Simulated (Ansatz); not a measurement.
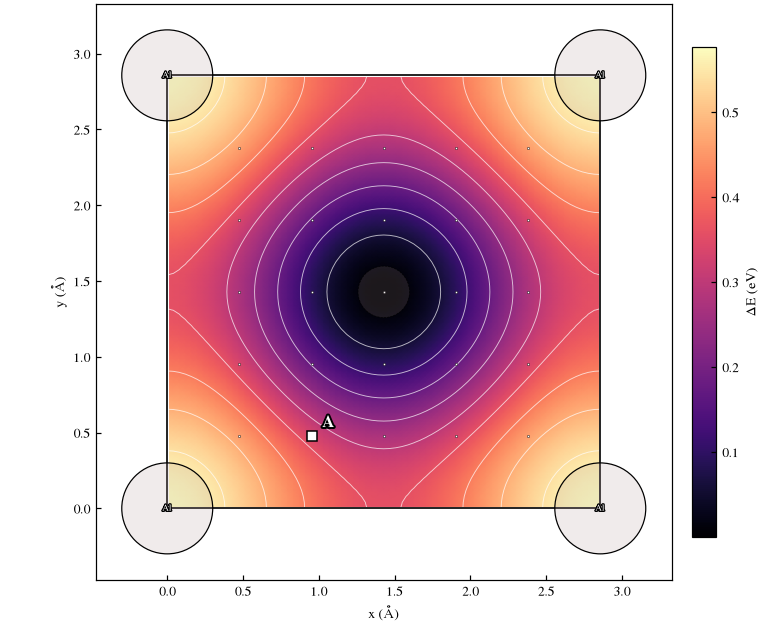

Mg on an Al(100) slab cut from the Fm-3m phase, its upper half relaxed before the scan (12 atoms of substrate and one adsorbate in a 2 × 2 cell). 
- Mg is moved over the surface cell; relaxed at each place: the height of the adsorbate's atoms and the top layer of the substrate; the origin of the map has the adsorbate above Al9.
- Places are given modulo a cell vector. The map is drawn in real space over the plane of the surface.
- The scan uses a 6 × 6 grid; 10 points were computed and 26 follow by symmetry.
- Places are given in fractions of the 1 × 1 surface cell.
- Energies: eV, counted from the lowest grid point.
- Computed with DFT PBE, scalar-relativistic, plane waves, PAW (Ansatz 0.2.0). Settings: cutoff 420 eV, k-mesh 5×5×1, gaussian smearing 0.1 eV, no spin polarisation.

In the figure: a smooth colour map with a few white contour lines, dots at the grid points, labelled circles for the atoms of the top layer and small ones for the second layer, the outline of one cell of the plane, the point A. Between grid points the surface is interpolated.

Question: Is A at rest? If not, where is it pushed?

Answer: A, at (2/6, 1/6) of the cell vectors, is not a stationary point. The computed force is 0.38 eV/Å in the plane, pointing up and right in the picture (components 0.24 and 0.29 eV/Å).
